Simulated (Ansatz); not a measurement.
Partial pair distribution functions of a relaxed model of amorphous Si30N41In, broadened by 0.06 Å; density 3.10 g/cm³. These are PBE, scalar-relativistic without spin-orbit coupling (plane waves to 420 eV, PAW; Ansatz, a first-principles code) values and carry that method's errors.

Preparation: random packing, a CHGNet melt and quench, and a DFT relaxation. N atoms were pushed apart under 1.9 Å during the dynamics, to hinder bonds among them. The hot cell started wider than the set density and was brought back towards it in steps. It is the lowest in DFT energy of 2 quenches. It is a model cell: composition and starting density were chosen by hand, and all elements were melted together. No dispersion term was used. Its density started from a set value of 3.12 and ended at 3.10 g/cm³. Cooling (nominally 450 K/ps over its main leg) ran many orders faster than in experiment, which tends to leave more defects and strain. A cell of this size samples the disorder only roughly. Volume and shape were free in the relaxation. On a 2×2×2 Γ-centred mesh force components of up to 0.13 eV/Å stay, since the relaxation ran on the zone centre alone.

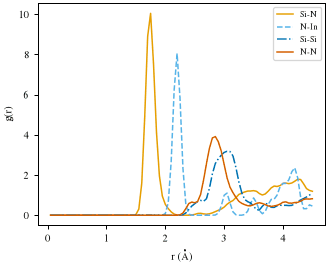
Figure: Partial pair distribution functions

Highest peaks under 4.5 Å: Si-N near 1.75 Å, N-In near 2.20 Å, Si-Si near 3.05 Å, N-N near 2.85 Å; pairs of few atoms are noisy.

Within 2.20 Å each Si has 4.03 N neighbours on average.
